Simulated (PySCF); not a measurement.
Molecule: SMILES C(O)CC(C)(C)C. Atoms near the plane z = 1.0 Å, at the GFN2-xTB optimised geometry (x, y, z in Å): C2 (0.3, -0.1, 0.0), C3 (1.8, -0.1, 0.0), C4 (-0.2, 1.3, 0.0), C5 (-0.2, -0.9, 1.3), C6 (-1.7, -1.0, 1.5), H11 (2.2, 0.4, 0.9), H13 (2.2, -1.1, 0.0), H14 (-1.3, 1.4, -0.1), H16 (0.1, 1.8, 0.9), H17 (0.2, -1.9, 1.2), H18 (0.2, -0.4, 2.1), H19 (-2.2, -1.5, 0.6), H20 (-2.2, 0.0, 1.6).

Method: PBE/def2-SVP in PySCF. Cells within 0.4 Å of a nucleus heavier than hydrogen are left out (blank, or x). The values are rescaled to run from 0 to 1.

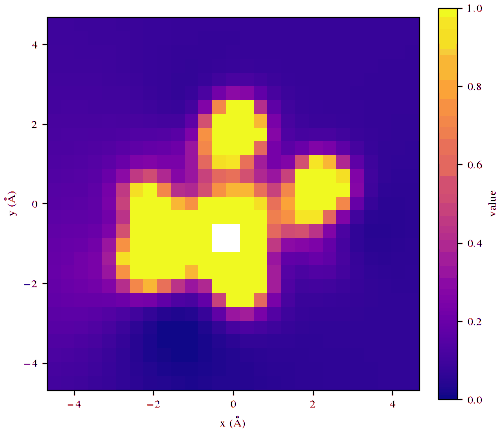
Fig. 1. a field on the plane z = 1.0 Å.

Q: Which quantity is mapped?
A) log10 of the electron density
B) Laplacian of the electron density
C) electrostatic potential
D) deformation density (molecule minus spherical neutral atoms)

A: C, electrostatic potential. In full: electrostatic potential (hartree/e), clipped to [-0.08, 0.12].
